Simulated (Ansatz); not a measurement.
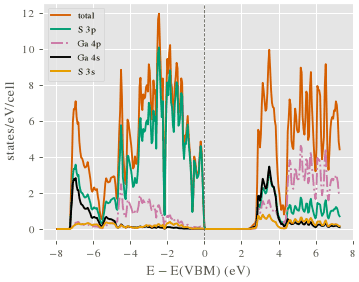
Total and projected density of states of Ga$_{2}$S$_{3}$ in space group Cc (No. 9; Pearson symbol mS20), plane-wave PAW r²SCAN (Ansatz code)

**Question.** Which orbitals carry the states next to the gap?

**Answer.** Top 1 eV of the valence band: S 3p 94 %. Bottom 1 eV of the conduction band: Ga 4s 34 %, S 3p 27 %, Ga 4p 19 %, S 3s 11 %, outside the projected shells 8 %. Projections are on Löwdin-orthogonalised atomic valence shells; empty p or d shells of many metals are not among them.

**Question.** Where is the tallest occupied peak in this window, and what makes it?

**Answer.** Near -2.5 eV, about 12 states/eV per cell; the largest projected share is S 3p.

The first step of the workflow began from a Materials Project structure, measured or hypothetical; the Crystallography Open Database files this formula in space group No. 9, but the cells were not matched. Its standing as an ambient phase is unchecked. Symmetry was held in the r²SCAN relaxation; its stability against distortions is not shown here. Spin–orbit coupling is left out wherever it is not named.

Potentials: the earlier of the program's two PAW sets.
